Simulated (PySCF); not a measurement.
## C6H11AlO: NMR shielding calculation

C6H11AlO, computed with GIAO PBE0/pcSseg-1 NMR shielding, non-relativistic, gas phase (PySCF 2.14.0).

The geometry comes from this level: GFN2-xTB. It belongs to a series of runs on one base structure; here: B replaced by Al. Figures and captions count atoms from 1; the log counts them from 0 in places.

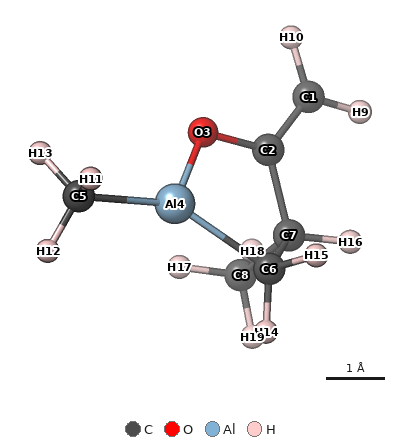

Figure 1. The structure as given in the input (ball-and-stick view, seen at a tilt; atoms are numbered from 1 in the order of the input). Sticks mark near contacts.

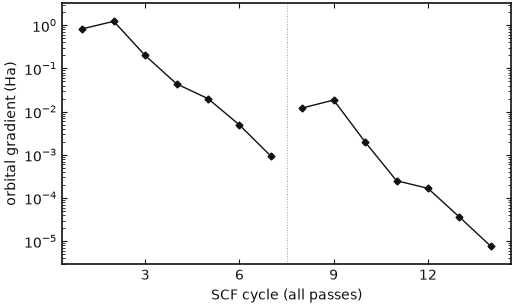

Figure 2. Convergence of the self-consistent field: orbital gradient against the SCF cycle. The dotted line marks the change from a coarse to the final integration grid. The first 7 cycles use a coarse grid, the final grid takes over at cycle 8, and the field converges after 14 cycles in all.

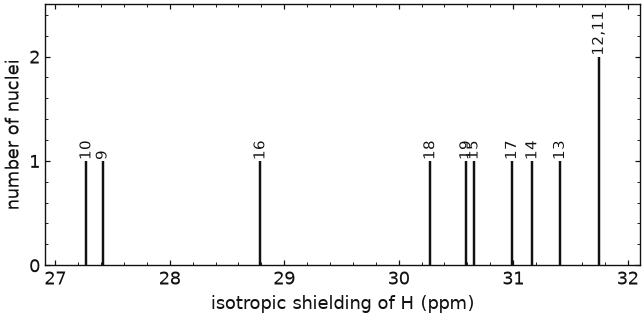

Figure 3. Isotropic shieldings of the hydrogen nuclei in this fixed geometry, labelled by atom number; shielding grows to the right, so chemical shift grows to the left. The least shielded is H10 (27.3 ppm), the most shielded H11 (31.8 ppm).

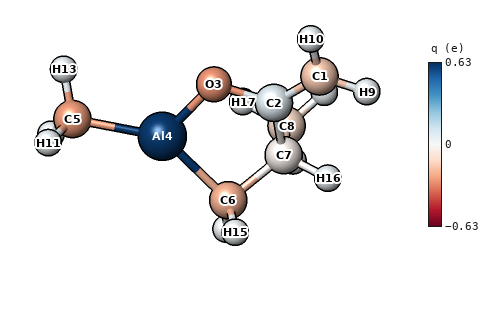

Figure 4. Hirshfeld charges, as the colour of each atom (ball-and-stick view, seen at a tilt; atoms are numbered from 1 in the order of the input). By element: C −0.27 to +0.07, O −0.28, Al +0.60 and H +0.03 to +0.04 e.

The input that produced these results follows, with the program's output.

**Input**
```
{"job": {"kind": "nmr", "xc": "PBE0", "basis": "pcSseg-1"}, "charge": 0, "multiplicity": 1}
C     -2.076767    -1.765873     0.139079
C     -1.042911    -0.939293     0.101135
O      0.191815    -1.341409    -0.297905
Al     1.421911    -0.235551     0.113153
C      3.296718    -0.516178    -0.435712
C      0.178988     0.964426     1.156189
C     -1.128949     0.541522     0.458307
C     -1.294673     1.318993    -0.845297
H     -3.047220    -1.428364     0.454270
H     -1.977066    -2.798508    -0.143844
H      3.891751    -0.921828     0.386096
H      3.782310     0.407565    -0.756152
H      3.353222    -1.230532    -1.262146
H      0.286360     2.052001     1.138100
H      0.130812     0.678794     2.215824
H     -2.006809     0.704227     1.090680
H     -0.426576     1.126020    -1.485881
H     -2.191161     1.003692    -1.374299
H     -1.351559     2.389544    -0.659060
```

The first line tells a small driver script what to run in PySCF; the rest is the geometry in Å.

Run as:
```bash
OMP_NUM_THREADS=1 python <driver script> task.json out
```

**The program's output**
```
coarse grid: 16048 points
cycle   1  E = -552.2138682852  dE =  9.005e-01  |g| = 8.292e-01  |ddm| = 3.899e+00
cycle   2  E = -552.0529652258  dE =  1.609e-01  |g| = 1.236e+00  |ddm| = 1.640e+00
cycle   3  E = -552.3544080773  dE = -3.014e-01  |g| = 2.000e-01  |ddm| = 1.128e+00
cycle   4  E = -552.3624054092  dE = -7.997e-03  |g| = 4.398e-02  |ddm| = 1.793e-01
cycle   5  E = -552.3627836386  dE = -3.782e-04  |g| = 2.003e-02  |ddm| = 4.769e-02
cycle   6  E = -552.3628804248  dE = -9.679e-05  |g| = 4.928e-03  |ddm| = 2.048e-02
cycle   7  E = -552.3628859426  dE = -5.518e-06  |g| = 9.380e-04  |ddm| = 4.859e-03
final grid: 149440 points
cycle   8  E = -552.4216361852  dE = -3.573e-05  |g| = 1.215e-02  |ddm| = 3.585e-02
cycle   9  E = -552.4215977805  dE =  3.840e-05  |g| = 1.860e-02  |ddm| = 2.326e-02
cycle  10  E = -552.4216673415  dE = -6.956e-05  |g| = 1.989e-03  |ddm| = 1.480e-02
cycle  11  E = -552.4216681665  dE = -8.251e-07  |g| = 2.519e-04  |ddm| = 1.740e-03
cycle  12  E = -552.4216681746  dE = -8.073e-09  |g| = 1.678e-04  |ddm| = 3.653e-04
cycle  13  E = -552.4216681814  dE = -6.830e-09  |g| = 3.646e-05  |ddm| = 1.615e-04
cycle  14  E = -552.4216681818  dE = -3.268e-10  |g| = 7.672e-06  |ddm| = 4.301e-05
converged SCF energy = -552.4216681818

GIAO shielding tensors (ppm)
atom      isotropic    diamagn.    paramagn.     s11        s22        s33       span
  0 C       97.135     253.882    -156.746      5.501    131.502    154.403    148.903
  1 C       10.360     254.440    -244.080   -107.947     40.441     98.586    206.532
  2 O      151.416     397.697    -246.280     17.656    131.782    304.811    287.154
  3 Al     330.747     798.556    -467.810    218.191    301.322    472.726    254.535
  4 C      198.087     252.450     -54.362    190.527    200.243    203.492     12.965
  5 C      164.024     252.356     -88.332    148.211    153.895    189.966     41.755
  6 C      144.143     249.635    -105.492    126.292    145.135    161.003     34.711
  7 C      156.535     248.858     -92.323    130.587    151.725    187.294     56.707
  8 H       27.414      31.586      -4.172     24.999     25.510     31.733      6.734
  9 H       27.272      30.659      -3.387     24.320     24.900     32.598      8.278
 10 H       31.769      28.635       3.134     27.346     28.365     39.596     12.250
 11 H       31.729      29.361       2.367     27.112     28.941     39.133     12.020
 12 H       31.409      29.631       1.778     26.281     28.833     39.113     12.831
 13 H       31.167      32.236      -1.069     27.067     29.421     37.014      9.946
 14 H       30.654      31.521      -0.866     26.085     27.910     37.968     11.883
 15 H       28.792      33.638      -4.846     25.450     27.036     33.891      8.440
 16 H       30.989      31.525      -0.536     27.282     31.444     34.242      6.960
 17 H       30.276      30.409      -0.133     25.928     27.851     37.048     11.120
 18 H       30.590      30.749      -0.159     26.537     28.276     36.958     10.420
```

**Key numbers**

| quantity | value |
| --- | --- |
| outcome | converged |
| total energy | −552.421668 hartree |
| HOMO | −6.25 eV |
| LUMO | −0.51 eV |
| dipole moment | 2.39 D |
| isotropic shielding, C | 10.4 to 198.1 ppm |
| isotropic shielding, O | 151.4 ppm |
| isotropic shielding, Al | 330.7 ppm |
| isotropic shielding, H | 27.3 to 31.8 ppm |
| hardware | 1 CPU thread, shared host |
| wall time | 64 s |
| peak memory | 0.88 GiB |
